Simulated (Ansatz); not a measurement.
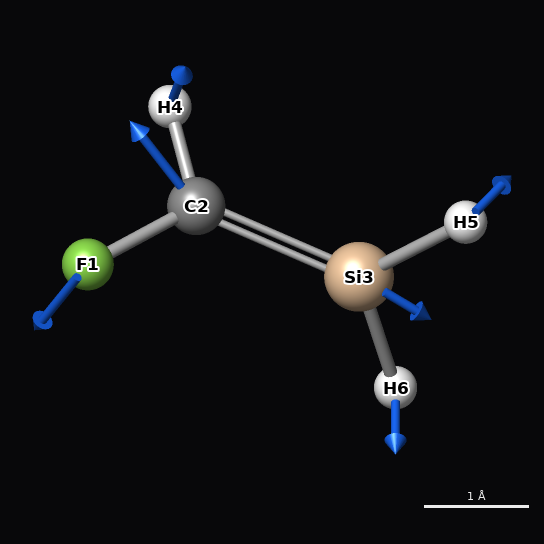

Arrows show the forces on the atoms, 0.6 Å of arrow for 1 eV/Å; forces under a tenth of the largest aren't drawn. Level of theory: PBE0-D4/def2-TZVPP (Ansatz 0.2.0).

### On which atom is the force largest, and how large is it?

On F1: 1.58 eV/Å.

### Which bond do the forces act along most?

C2–Si3, now 1.720 Å: the forces push its atoms apart, so a first step downhill lengthens it.

List the force components in the frame of the picture (x right, y up, z towards the viewer), in eV/Å.

```csv
atom,Fx,Fy,Fz
F1,−0.70,−0.86,−1.13
C2,−0.83,1.06,0.50
Si3,0.76,−0.45,−0.31
H4,0.19,0.50,0.98
H5,0.57,0.59,−0.75
H6,0.00,−0.84,0.71
```
